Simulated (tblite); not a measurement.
# Geometry relaxation of C$_{6}$H$_{9}$BSi (part 4 of 4)

Continued. System: C$_{6}$H$_{9}$BSi. Method: GFN2-xTB geometry optimisation, gas phase (tblite 0.8.0). It belongs to a series of runs on one base structure; here: H on Si replaced by vinyl.

Geometry of the input (Å):
```
C  -1.8046  2.6715  -0.0058
C  -1.3489  1.6902  -0.5190
Si -0.6267  0.1908  -1.2621
B  1.2339  0.0381  -0.7776
C  1.6605  0.0405  0.7468
C  2.9358  -0.0771  1.0976
C  -1.5784  -1.2969  -0.7258
C  -1.7461  -1.5788  0.5737
H  -2.2201  3.5393  0.4394
H  -0.7276  0.2999  -2.7247
H  2.0468  -0.0579  -1.6220
H  0.8962  0.1507  1.5057
H  3.7245  -0.1864  0.3714
H  3.2134  -0.0638  2.1489
H  -2.0052  -1.9445  -1.4763
H  -1.3502  -0.9399  1.3569
H  -2.3103  -2.4636  0.8630
```

Trajectory as extended XYZ, continued:
```
17
Properties=species:S:1:pos:R:3:forces:R:3 step=107 energy=-549.80087
C    -1.7881    2.4538    0.3698   -0.0150   0.0380   0.0260
C    -1.3100    1.5571   -0.2726    0.0210  -0.0470  -0.0200
Si   -0.5261    0.1573   -1.2198   -0.0010   0.0060  -0.0150
B     1.3592   -0.1319   -0.7581   -0.0090   0.0230   0.0020
C     1.9170    0.3362    0.6054   -0.0050   0.0040   0.0050
C     3.1609    0.0823    1.0201   -0.0010  -0.0160   0.0030
C    -1.5023   -1.3976   -0.7321   -0.0160  -0.0070   0.0280
C    -2.3107   -1.4922    0.3104    0.0160  -0.0040  -0.0130
H    -2.2178    3.2406    0.9230    0.0060  -0.0100  -0.0090
H    -0.8793    0.4353   -2.6336    0.0040   0.0010   0.0090
H     2.0924   -0.7157   -1.4667    0.0010   0.0050  -0.0030
H     1.2751    0.8908    1.2847    0.0210  -0.0090   0.0040
H     3.8559   -0.4605    0.3978    0.0090  -0.0030   0.0070
H     3.5392    0.3902    1.9844   -0.0080   0.0210  -0.0120
H    -1.3450   -2.2784   -1.3460   -0.0170   0.0120   0.0080
H    -2.5007   -0.6492    0.9563    0.0120  -0.0050  -0.0280
H    -2.8268   -2.4060    0.5672   -0.0190  -0.0090   0.0050
17
Properties=species:S:1:pos:R:3:forces:R:3 step=109 energy=-549.80111
C    -1.7794    2.4538    0.3768   -0.0050   0.0140   0.0090
C    -1.3044    1.5551   -0.2654    0.0020  -0.0280  -0.0050
Si   -0.5267    0.1531   -1.2137   -0.0040  -0.0020  -0.0070
B     1.3602   -0.1318   -0.7571    0.0000   0.0120  -0.0020
C     1.9231    0.3445    0.6014    0.0060   0.0010  -0.0010
C     3.1654    0.0869    1.0187    0.0030  -0.0050  -0.0030
C    -1.5044   -1.4018   -0.7285    0.0140   0.0000  -0.0090
C    -2.3264   -1.4975    0.3022   -0.0120  -0.0150   0.0240
H    -2.2068    3.2418    0.9295    0.0030  -0.0020  -0.0020
H    -0.8805    0.4326   -2.6265    0.0010   0.0030   0.0000
H     2.0902   -0.7191   -1.4664    0.0030   0.0080   0.0020
H     1.2852    0.9076    1.2766    0.0060  -0.0040   0.0160
H     3.8599   -0.4607    0.4003    0.0050  -0.0140   0.0040
H     3.5441    0.3999    1.9811   -0.0080   0.0200  -0.0090
H    -1.3374   -2.2849   -1.3352    0.0000  -0.0040  -0.0180
H    -2.5286   -0.6534    0.9417    0.0020   0.0100  -0.0040
H    -2.8405   -2.4141    0.5546   -0.0170   0.0070   0.0050
17
Properties=species:S:1:pos:R:3:forces:R:3 step=112 energy=-549.80148
C    -1.7768    2.4474    0.3842    0.0090  -0.0180  -0.0080
C    -1.3026    1.5496   -0.2606   -0.0150   0.0080   0.0150
Si   -0.5254    0.1493   -1.2114    0.0000  -0.0060   0.0180
B     1.3628   -0.1313   -0.7558   -0.0040  -0.0060  -0.0030
C     1.9299    0.3521    0.5983    0.0000  -0.0050  -0.0020
C     3.1710    0.0903    1.0160    0.0050   0.0110  -0.0050
C    -1.5061   -1.4041   -0.7255    0.0210  -0.0030  -0.0310
C    -2.3391   -1.4972    0.2966   -0.0120  -0.0020  -0.0020
H    -2.2039    3.2327    0.9409    0.0030   0.0010  -0.0050
H    -0.8782    0.4289   -2.6237   -0.0030   0.0050  -0.0100
H     2.0911   -0.7252   -1.4616    0.0000   0.0130   0.0000
H     1.2968    0.9224    1.2720    0.0010   0.0010   0.0070
H     3.8633   -0.4658    0.4026    0.0000  -0.0120   0.0040
H     3.5503    0.4127    1.9747    0.0060   0.0100   0.0040
H    -1.3328   -2.2878   -1.3301   -0.0020  -0.0070  -0.0040
H    -2.5499   -0.6497    0.9282    0.0050   0.0120   0.0120
H    -2.8575   -2.4122    0.5451   -0.0150   0.0000   0.0090
17
Properties=species:S:1:pos:R:3:forces:R:3 step=115 energy=-549.80177
C    -1.7755    2.4325    0.3986    0.0000  -0.0040   0.0060
C    -1.2998    1.5394   -0.2510   -0.0090  -0.0040  -0.0020
Si   -0.5229    0.1424   -1.2065    0.0020  -0.0040   0.0020
B     1.3669   -0.1334   -0.7527   -0.0060  -0.0160   0.0120
C     1.9425    0.3647    0.5926    0.0040  -0.0050   0.0050
C     3.1825    0.0984    1.0115   -0.0030   0.0070   0.0030
C    -1.5119   -1.4074   -0.7262   -0.0030  -0.0110   0.0060
C    -2.3615   -1.4921    0.2839    0.0070   0.0070  -0.0220
H    -2.2044    3.2126    0.9611    0.0020   0.0080  -0.0040
H    -0.8704    0.4239   -2.6211   -0.0010   0.0070   0.0100
H     2.0919   -0.7368   -1.4534    0.0030   0.0110  -0.0100
H     1.3175    0.9485    1.2625   -0.0060   0.0040  -0.0060
H     3.8699   -0.4739    0.4076   -0.0060  -0.0030   0.0000
H     3.5637    0.4316    1.9660    0.0120   0.0050  -0.0010
H    -1.3290   -2.2954   -1.3218   -0.0030  -0.0070   0.0060
H    -2.5832   -0.6379    0.9038    0.0150  -0.0040   0.0030
H    -2.8833   -2.4049    0.5350   -0.0080   0.0090  -0.0060
17
Properties=species:S:1:pos:R:3:forces:R:3 step=118 energy=-549.80221
C    -1.7683    2.4264    0.4114   -0.0180   0.0180   0.0090
C    -1.3006    1.5296   -0.2386    0.0080  -0.0210  -0.0150
Si   -0.5234    0.1353   -1.1979   -0.0030  -0.0070  -0.0230
B     1.3671   -0.1372   -0.7477    0.0090  -0.0020   0.0090
C     1.9502    0.3746    0.5892   -0.0080  -0.0020   0.0160
C     3.1898    0.1067    1.0080    0.0070  -0.0110   0.0120
C    -1.5124   -1.4172   -0.7265   -0.0290   0.0010   0.0330
C    -2.3799   -1.4935    0.2692    0.0110   0.0110   0.0110
H    -2.1948    3.2109    0.9695    0.0050   0.0030   0.0030
H    -0.8692    0.4250   -2.6128    0.0030   0.0010   0.0290
H     2.0903   -0.7410   -1.4498    0.0030   0.0050  -0.0070
H     1.3307    0.9697    1.2548   -0.0030   0.0020  -0.0180
H     3.8711   -0.4803    0.4109   -0.0070   0.0080   0.0010
H     3.5753    0.4485    1.9581    0.0080   0.0040  -0.0130
H    -1.3188   -2.3092   -1.3115   -0.0020  -0.0130  -0.0100
H    -2.6061   -0.6338    0.8810    0.0050  -0.0170  -0.0130
H    -2.9082   -2.4026    0.5227    0.0100   0.0200  -0.0250
17
Properties=species:S:1:pos:R:3:forces:R:3 step=121 energy=-549.80266
C    -1.7570    2.4085    0.4380    0.0030  -0.0070  -0.0140
C    -1.2968    1.5091   -0.2146    0.0010   0.0170   0.0080
Si   -0.5198    0.1182   -1.1794    0.0010  -0.0080   0.0200
B     1.3746   -0.1450   -0.7397    0.0070   0.0140   0.0070
C     1.9707    0.3985    0.5791   -0.0060   0.0000  -0.0010
C     3.2076    0.1237    1.0014    0.0000  -0.0080   0.0050
C    -1.5175   -1.4310   -0.7184   -0.0260  -0.0040   0.0080
C    -2.4244   -1.4938    0.2425    0.0290   0.0030  -0.0160
H    -2.1752    3.1965    0.9977    0.0000  -0.0050   0.0020
H    -0.8629    0.4175   -2.5908   -0.0060   0.0060  -0.0100
H     2.0926   -0.7533   -1.4433    0.0050  -0.0010   0.0050
H     1.3624    1.0236    1.2276   -0.0010  -0.0110  -0.0140
H     3.8773   -0.4905    0.4182   -0.0100   0.0080   0.0130
H     3.6006    0.4858    1.9408    0.0150   0.0020  -0.0140
H    -1.3024   -2.3297   -1.2870   -0.0110  -0.0010   0.0090
H    -2.6726   -0.6275    0.8344    0.0020   0.0060   0.0010
H    -2.9641   -2.3983    0.4837   -0.0010  -0.0110  -0.0090
17
Properties=species:S:1:pos:R:3:forces:R:3 step=123 energy=-549.80276
C    -1.7586    2.4064    0.4380    0.0020   0.0000  -0.0050
C    -1.2960    1.5085   -0.2148    0.0040   0.0070   0.0020
Si   -0.5189    0.1171   -1.1787    0.0010  -0.0030   0.0110
B     1.3759   -0.1447   -0.7397    0.0010   0.0030  -0.0020
C     1.9716    0.3982    0.5787    0.0010   0.0050   0.0000
C     3.2083    0.1237    1.0017    0.0000  -0.0030   0.0080
C    -1.5193   -1.4305   -0.7185    0.0070   0.0030  -0.0190
C    -2.4245   -1.4923    0.2429   -0.0070  -0.0080   0.0060
H    -2.1776    3.1929    0.9992   -0.0010  -0.0030   0.0010
H    -0.8613    0.4159   -2.5906   -0.0050   0.0060  -0.0080
H     2.0944   -0.7521   -1.4434    0.0060  -0.0020   0.0000
H     1.3635    1.0240    1.2256   -0.0110  -0.0010   0.0010
H     3.8781   -0.4903    0.4196    0.0000  -0.0050   0.0000
H     3.6018    0.4866    1.9403    0.0120   0.0060  -0.0040
H    -1.3070   -2.3291   -1.2876   -0.0040  -0.0090   0.0000
H    -2.6714   -0.6261    0.8348   -0.0010   0.0140   0.0120
H    -2.9660   -2.3961    0.4827   -0.0030  -0.0100  -0.0030
17
Properties=species:S:1:pos:R:3:forces:R:3 step=126 energy=-549.80286
C    -1.7566    2.4025    0.4431   -0.0010   0.0040   0.0000
C    -1.2938    1.5060   -0.2112    0.0060  -0.0060  -0.0020
Si   -0.5182    0.1130   -1.1745    0.0010   0.0020  -0.0090
B     1.3779   -0.1455   -0.7381    0.0000  -0.0040  -0.0010
C     1.9762    0.4029    0.5769    0.0000   0.0030   0.0040
C     3.2122    0.1270    1.0011    0.0020   0.0030   0.0000
C    -1.5223   -1.4336   -0.7185    0.0040   0.0060   0.0020
C    -2.4336   -1.4921    0.2377   -0.0100  -0.0020   0.0040
H    -2.1757    3.1877    1.0060   -0.0010   0.0000   0.0000
H    -0.8595    0.4138   -2.5875   -0.0010   0.0030   0.0080
H     2.0965   -0.7530   -1.4418    0.0030  -0.0020  -0.0010
H     1.3692    1.0339    1.2199   -0.0030   0.0030   0.0030
H     3.8794   -0.4938    0.4231   -0.0020  -0.0050  -0.0040
H     3.6099    0.4962    1.9353    0.0030   0.0040   0.0030
H    -1.3071   -2.3342   -1.2830   -0.0060  -0.0040  -0.0050
H    -2.6828   -0.6240    0.8269    0.0020  -0.0030  -0.0010
H    -2.9789   -2.3948    0.4744    0.0030   0.0000   0.0000
17
Properties=species:S:1:pos:R:3:forces:R:3 step=129 energy=-549.80290
C    -1.7586    2.4036    0.4394    0.0030  -0.0040  -0.0020
C    -1.2935    1.5069   -0.2131    0.0020   0.0010   0.0030
Si   -0.5179    0.1140   -1.1766    0.0040  -0.0030   0.0040
B     1.3784   -0.1456   -0.7393    0.0000  -0.0010   0.0020
C     1.9747    0.3997    0.5784   -0.0010  -0.0020   0.0010
C     3.2113    0.1255    1.0026   -0.0040   0.0020  -0.0030
C    -1.5222   -1.4322   -0.7192    0.0030   0.0030  -0.0060
C    -2.4294   -1.4916    0.2410   -0.0010  -0.0020   0.0010
H    -2.1790    3.1882    1.0021   -0.0010   0.0000  -0.0020
H    -0.8617    0.4160   -2.5881    0.0000   0.0020  -0.0020
H     2.0985   -0.7497   -1.4445    0.0000  -0.0020   0.0020
H     1.3654    1.0281    1.2219    0.0040   0.0030   0.0020
H     3.8791   -0.4946    0.4244   -0.0030   0.0010  -0.0040
H     3.6087    0.4950    1.9369   -0.0010   0.0010   0.0010
H    -1.3125   -2.3321   -1.2874   -0.0020   0.0010  -0.0030
H    -2.6737   -0.6249    0.8338   -0.0020   0.0010   0.0040
H    -2.9745   -2.3942    0.4777   -0.0020  -0.0030   0.0010
```

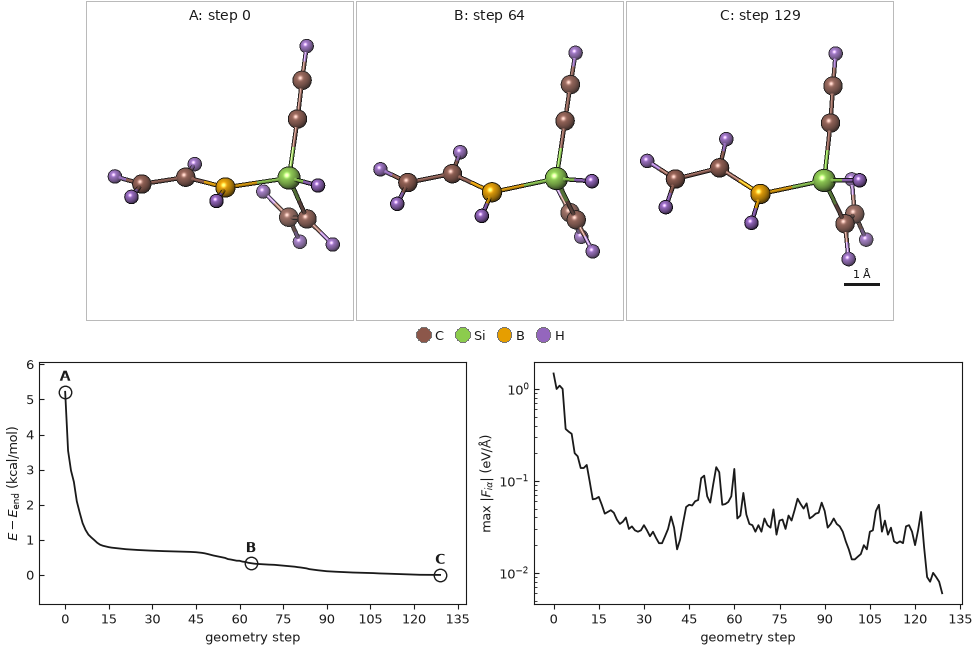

*Frames of the relaxation (ball-and-stick view, seen at a tilt) above the curves, on which the letters mark them (steps are counted from 0).*

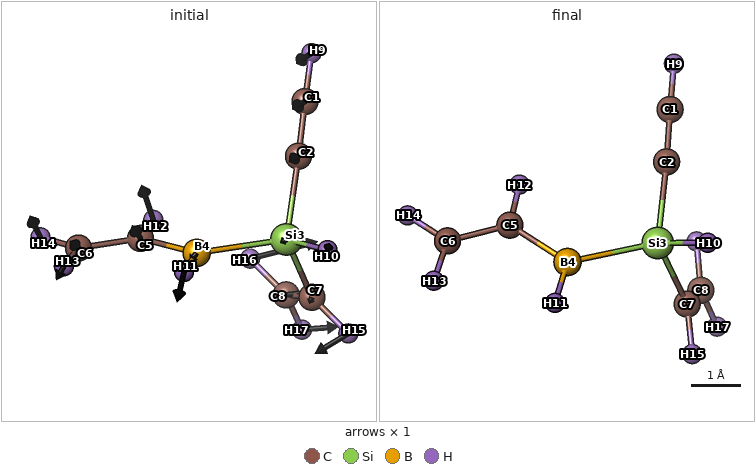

*Before (left) and after (right) the relaxation, at one scale (ball-and-stick view, seen at a tilt). The black arrows give the displacements, at true length.*

The energy falls by 5.22 kcal/mol in 129 geometry steps. Largest force component: 1.5 eV/Å at the start, 0.006 eV/Å at the end. The largest move after the best rigid fit is that of H16, 1.46 Å. By element the largest moves are H 1.46 Å, C 0.76 Å, B 0.24 Å, Si 0.16 Å. Distances before and after: Si3–C7 1.846 → 1.900 Å, C2–Si3 1.823 → 1.863 Å, B4–C5 1.583 → 1.546 Å, Si3–B4 1.929 → 1.963 Å. Among the angles that change: B4–Si3–H10 108.8° → 117.6°, C2–Si3–C7 109.9° → 105.3°, C2–Si3–H10 108.5° → 104.1°. (Atoms are counted from 1 in the order of the input.)
